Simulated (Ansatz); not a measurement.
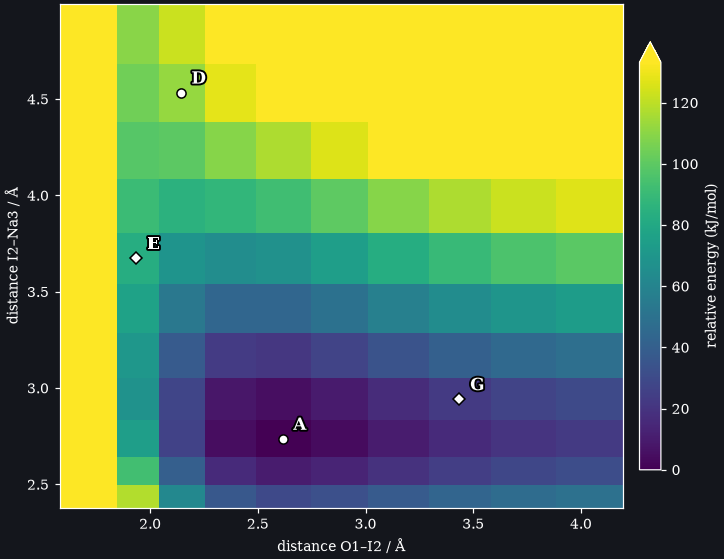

The system O + INa, spin multiplicity 3. Coordinates scanned: (1) distance O1–I2; (2) distance I2–Na3. Nothing is relaxed (the angle O1–I2–Na3 is fixed at 140 degrees). The grid has 11 × 11 points. Energies are in kJ/mol, from the lowest grid point. Level of theory: Ansatz, UKS PBE0-D4/def2-SVPD.

In the figure: one coloured cell a grid point, one colour for all values above the top of the scale, lettered points.

### What kind of point is each of A, D, G: minimum, saddle, maximum or slope?

A: minimum; D: on a slope; G: on a slope. (In these two coordinates alone; a stationary point may lie a little off the grid point.)

### Rank the lettered points by energy, lowest first.

A (0 kJ/mol), G (23 kJ/mol), E (83 kJ/mol), D (112 kJ/mol).
